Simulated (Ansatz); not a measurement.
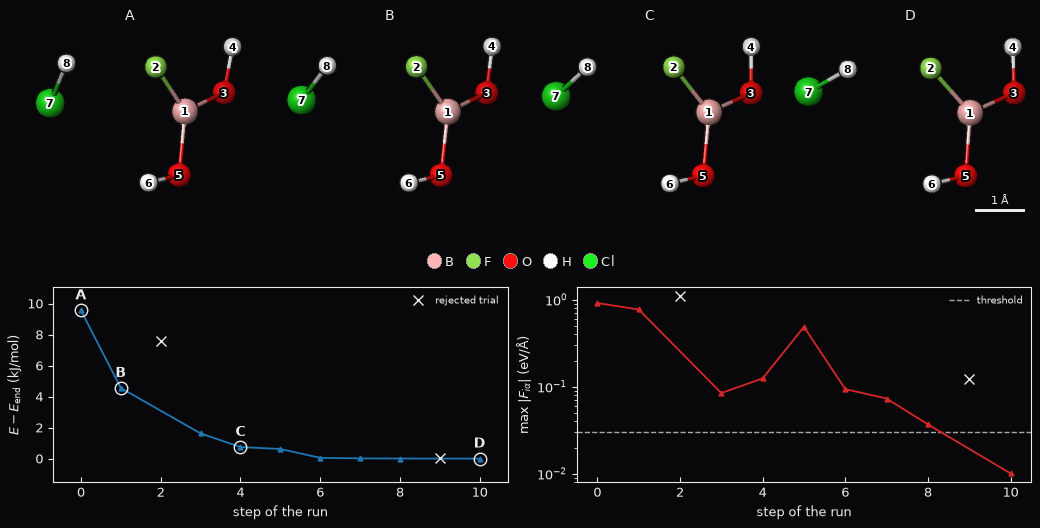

Frames of a relaxation of BH3O2ClF, marked on the history of the run. A ball-and-stick model, seen from a free direction.

The run prepares an end point of a later path (reaction) calculation, from a guessed geometry.

Level of theory: RKS PBE/def2-SVP (Ansatz 0.2.0).

Input file:
```yaml
crystal:
  periodic: [false, false, false]
  atoms:
    - { symbol: B, position_ang: [-0.003333, -0.393087, -0.191809] }
    - { symbol: F, position_ang: [0.085016, -0.58655, 1.140527] }
    - { symbol: O, position_ang: [1.122491, -0.388678, -0.961482] }
    - { symbol: H, position_ang: [1.900726, -0.680717, -0.457588] }
    - { symbol: O, position_ang: [-1.219687, -0.289431, -0.793206] }
    - { symbol: H, position_ang: [-1.942595, -0.261209, -0.143495] }
    - { symbol: Cl, position_ang: [-0.103319, 2.469506, 0.903329] }
    - { symbol: H, position_ang: [0.098002, 1.445867, 1.738923] }
basis:
  gaussian: { orbitals: def2-SVP }
hamiltonian:
  xc: pbe
relax:
  f_tol: 0.03
  max_steps: 50
output:
  orbitals: {}
```

Command:
```bash
ansatz run input.yaml --threads 2 --pin off --max-ram 3072MiB --backend cpu --events-out ev --progress --plain --runs-dir out
```

Describe the path.

The energy falls by 9.56 kJ/mol in 8 accepted moves (10 points after the start). The largest force component goes from 0.92 to 0.01 eV/Å. The line search rejected the trial steps at points 2, 9 of the run. The largest move after the best rigid fit is that of Cl7, 0.51 Å. Largest moves by element: Cl 0.51 Å, O 0.25 Å, F 0.18 Å, H 0.16 Å, B 0.11 Å. Near-neighbour distances that change, for instance: Cl7–H8 1.337 → 1.302 Å, B1–F2 1.349 → 1.375 Å, B1–O3 1.364 → 1.358 Å. Cost: 9.2 s on 2 threads of Intel(R) Xeon(R) 6975P-C (Granite Rapids), on a shared host, peak memory 0.16 GiB. From step 0 to 1: Cl7 moves most (0.19 Å), energy −5.00 kJ/mol. From step 1 to 4: Cl7 moves most (0.14 Å), energy −3.81 kJ/mol. From step 4 to 10: Cl7 moves most (0.19 Å), energy −0.75 kJ/mol.

```json
{"step": "0", "E − E(0), kJ/mol": "0.00", "largest force component, eV/Å": "0.9169", "note": ""}
{"step": "1", "E − E(0), kJ/mol": "-5.00", "largest force component, eV/Å": "0.7725", "note": ""}
{"step": "2", "E − E(0), kJ/mol": "-1.96", "largest force component, eV/Å": "1.1144", "note": "rejected"}
{"step": "3", "E − E(0), kJ/mol": "-7.93", "largest force component, eV/Å": "0.0846", "note": ""}
{"step": "4", "E − E(0), kJ/mol": "-8.81", "largest force component, eV/Å": "0.1246", "note": ""}
{"step": "5", "E − E(0), kJ/mol": "-8.93", "largest force component, eV/Å": "0.4879", "note": ""}
{"step": "6", "E − E(0), kJ/mol": "-9.51", "largest force component, eV/Å": "0.0939", "note": ""}
{"step": "7", "E − E(0), kJ/mol": "-9.54", "largest force component, eV/Å": "0.0732", "note": ""}
{"step": "8", "E − E(0), kJ/mol": "-9.55", "largest force component, eV/Å": "0.0369", "note": ""}
{"step": "9", "E − E(0), kJ/mol": "-9.54", "largest force component, eV/Å": "0.1241", "note": "rejected"}
{"step": "10", "E − E(0), kJ/mol": "-9.56", "largest force component, eV/Å": "0.0101", "note": ""}
```
